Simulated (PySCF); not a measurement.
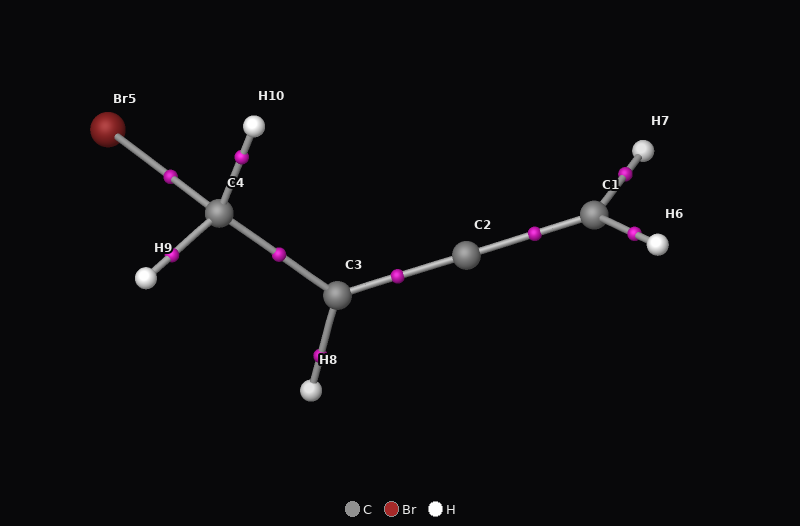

*C4H5Br, SMILES `C=C=CCBr`. Molecular graph of the electron density (QTAIM): bond paths, bond critical points (magenta), ring points (cyan, if any); weak paths are dashed.*

Computed with PySCF, B3LYP/def2-SVPD, geometry: GFN2-xTB. No frequency check shows the geometry to be a minimum. GFN2-xTB bond lengths at metals and heavier atoms can be off by up to 0.1 Å and shapes distorted, which carries into these values.

Input script:

```python
import numpy as np
from pyscf import gto, scf, dft
from pyscf.scf import atom_ks, atom_hf
from scipy.linalg import block_diag

def solve(mol, dm0=None, hcore=None):
    mf = (dft.UKS if mol.spin else dft.RKS)(mol, xc='b3lyp')
    mf.grids.level = 3
    mf = mf.density_fit(auxbasis='def2-universal-jkfit')
    mf.conv_tol, mf.max_cycle = 1e-8, 80
    if hcore is not None:
        mf.get_hcore = lambda *args: hcore
    mf.kernel(dm0)
    if not mf.converged:
        mf = mf.newton().run(mf.mo_coeff, mf.mo_occ, max_cycle=30)
    assert mf.converged, 'SCF not converged'
    return mf

mol = gto.M(atom='''
C     -3.39470    -0.59085     0.16652
C     -2.31329     0.02747    -0.17541
C     -1.22704     0.66539    -0.49723
C     -0.10755     0.89265     0.45397
Br     1.46265    -0.22290    -0.01973
H     -4.24961    -0.06677     0.56308
H     -3.49270    -1.65904     0.05756
H     -1.08249     1.02875    -1.50641
H      0.25768     1.91808     0.41729
H     -0.37017     0.61237     1.47206
''', basis='def2-svpd', charge=0, spin=0, verbose=4)
mf = solve(mol)
mf.analyze()
# spherically averaged free atoms, for the promolecule
atm = atom_ks.get_atm_nrks(mol, xc='b3lyp')
pro = block_diag(*[(atm[a[0]][2] * atm[a[0]][3]) @ atm[a[0]][2].T for a in mol._atom])
np.savez('result.npz', e=mf.e_tot, c=mf.mo_coeff, occ=mf.mo_occ, eps=mf.mo_energy, pro=pro, dip=mf.dip_moment(verbose=0), s2=mf.spin_square()[0])
```

Run with:

```sh
OMP_NUM_THREADS=1 python input.py
```

The run took 35 s on 1 thread of Intel(R) Xeon(R) Processor @ 2.50GHz (Skylake/Cascade Lake), with other jobs on the host, peak memory 0.64 GiB.

Partitions, critical points and surface values were worked out afterwards from this run's density.

**How many critical points of each kind are there, and does the count close?**

10 nuclei, 9 bond, 0 ring and 0 cage critical points: 10 − 9 + 0 − 0 = 1, as the Poincaré–Hopf relation requires.

**What does the calculation give at each kind of bond critical point?**

```tsv
bond	length (Å)	ρ (a.u.)	∇²ρ (a.u.)	ε	H (a.u.)
C1–C2	1.292	0.357	−1.01	0.39	−0.425
C2–C3	1.300	0.353	−0.98	0.40	−0.410
C4–H10	1.088	0.286	−1.12	0.02	−0.315
C4–H9	1.089	0.284	−1.10	0.01	−0.312
C3–H8	1.082	0.281	−1.07	0.03	−0.307
C1–H7	1.078	0.281	−1.07	0.02	−0.309
C1–H6	1.078	0.281	−1.07	0.02	−0.308
C3–C4	1.487	0.261	−0.62	0.05	−0.218
C4–Br5	1.984	0.136	−0.12	0.01	−0.073
```

**What kind of interaction is C3–C4?**

Shared-shell (covalent): ρ = 0.261, ∇²ρ = −0.62, H = −0.218 a.u.
